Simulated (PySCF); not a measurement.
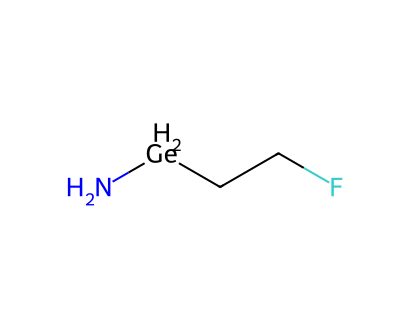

Structural formula above. Computed geometry: PBE0-D3(BJ)/def2-SVP optimisation. No frequency run is at hand to confirm it as a minimum.

What does the molecule look like in three dimensions?

It has 13 atoms: 2 carbon, 8 hydrogen, 1 fluorine, 1 germanium and 1 nitrogen (C₂H₈FGeN). SMILES: `[NH2][GeH2][CH2]CF`. Among its groups: C–F bond. This geometry has C1 symmetry. Coordination: 1 N trigonal pyramidal; 1 Ge tetrahedral; 2 C tetrahedral.

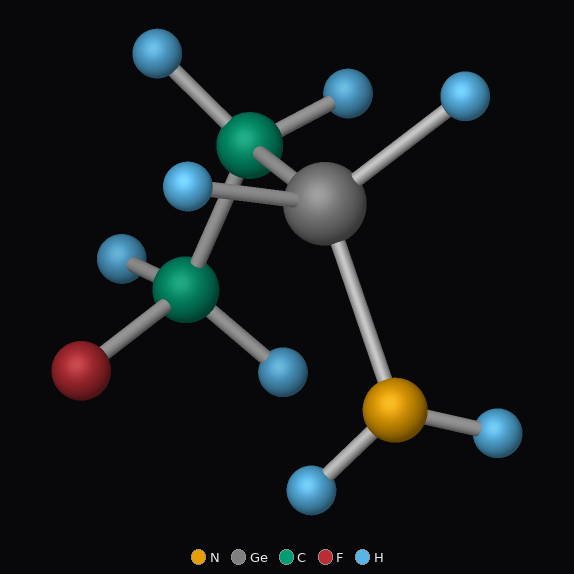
